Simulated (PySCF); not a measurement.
Consider C₄H₈N₂Si₂.

```csv
atom,x (Å),y (Å),z (Å)
C,3.0184,-0.0289,-0.2460
N,1.8750,-0.0482,0.2703
C,0.7108,0.0288,-0.5245
Si,-0.5664,-1.3761,-0.1346
C,-1.8917,0.0238,0.0771
C,-2.6945,-0.0496,1.2368
N,-3.3187,-0.1095,2.1977
Si,-0.5227,1.3979,0.0753
H,3.8793,-0.0903,0.4018
H,3.2053,0.0468,-1.3245
H,0.9489,0.1059,-1.6013
H,-0.8480,-2.2770,-1.2546
H,-0.2692,-2.0881,1.0986
H,-2.5509,0.0998,-0.7890
H,-0.7750,2.4652,-0.8954
H,-0.2085,1.9081,1.4010
```

Geometry: GFN2-xTB.

The calculation used PBE0/pcSseg-1, SCF density, gas phase, non-relativistic (PySCF 2.14.0).

**Predict the electron density and electron localisation function between the atoms.**

C–N (1.15 Å): the density is about 3.5 e/Å³ at the midpoint; the ELF peaks at about 0.85 between the atoms: a short, multiple covalent bond.
C–C (1.41 Å): ρ is about 1.9 e/Å³ halfway; the ELF peaks at about 0.95 between the atoms, as expected for localised, covalent bonding.
C–H (1.08 Å): ρ is about 2.1 e/Å³ halfway; the ELF climbs to about 1 towards the hydrogen, as it does in any bond to H: a covalent bond by its length.
C–N (1.25 Å): ρ at the midpoint is about 2.9 e/Å³; the ELF peaks at about 0.90 between the atoms; a short, multiple covalent bond.

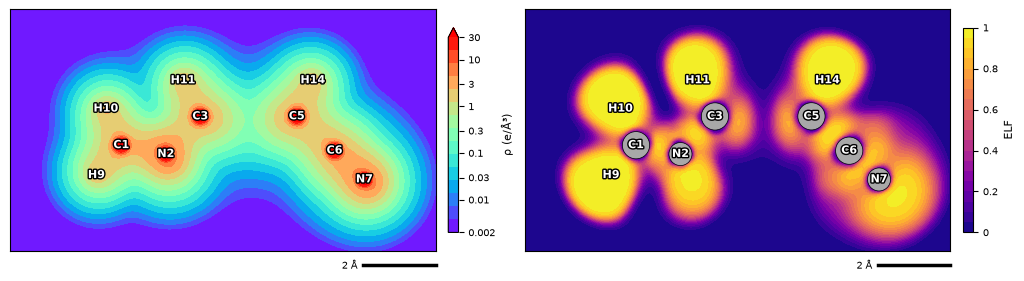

Computed electron density and electron localisation function on the plane of atoms C6, C5 and H14, in this order. Grey discs cover the atomic cores in the ELF map. 
